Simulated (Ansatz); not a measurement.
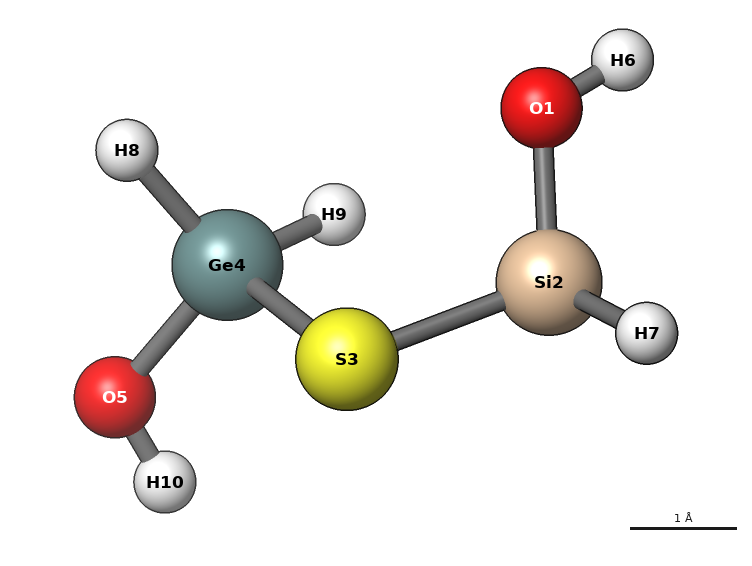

Atoms carry their numbers in the input. Charge 0, doublet. The computed structure is the end point of a PBE0-D4/def2-TZVP optimisation. No frequency run is at hand to confirm it as a minimum.

Give these bond angles: Si2–O1–H6, O1–Si2–S3, O1–Si2–H7, S3–Si2–H7, Si2–S3–Ge4, S3–Ge4–O5, S3–Ge4–H8, S3–Ge4–H9, O5–Ge4–H8, O5–Ge4–H9, Ge4–O5–H10.

```tsv
angle	degrees
Si2–O1–H6	116.8
O1–Si2–S3	108.1
O1–Si2–H7	111.6
S3–Si2–H7	105.7
Si2–S3–Ge4	97.6
S3–Ge4–O5	107.8
S3–Ge4–H8	110.7
S3–Ge4–H9	108.3
O5–Ge4–H8	104.4
O5–Ge4–H9	111.2
Ge4–O5–H10	112.5
```
